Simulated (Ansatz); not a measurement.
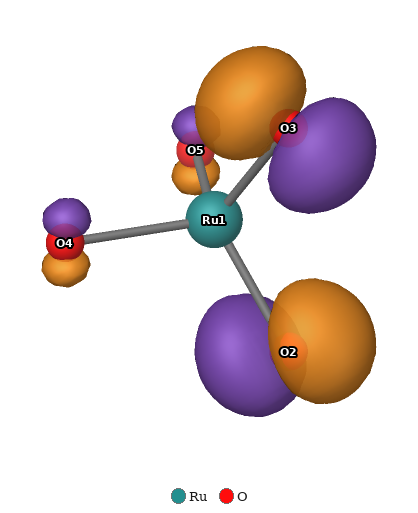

Figure. O4Ru (RuO4) (charge +1, doublet). One frontier orbital at ±0.2 Å⁻³ᐟ² (orange and purple are the two phases), seen at a tilt.

Geometry: PBE-D4/def2-SVP; ⟨S²⟩ = 1.05, above the pure value of 0.75; core potentials replace the inner electrons of Ru.

Level of theory: UKS PBE0-D4/def2-TZVP in Ansatz 0.2.0.

```xyz
5

Ru    0.0399   -0.0002    0.0278
O     0.0474   -0.0179    1.7025
O     1.6143    0.0102   -0.5429
O    -0.8545    1.3638   -0.5793
O    -0.8471   -1.3559   -0.6081
```

Q: Which orbital is it: HOMO (α) or LUMO (α)?

A: The HOMO (α), at −17.16 eV. By Hirshfeld shares it lies mainly on O2 (about 45 %) and O3 (about 45 %); largely a combination of lone pairs on O2 and O3.
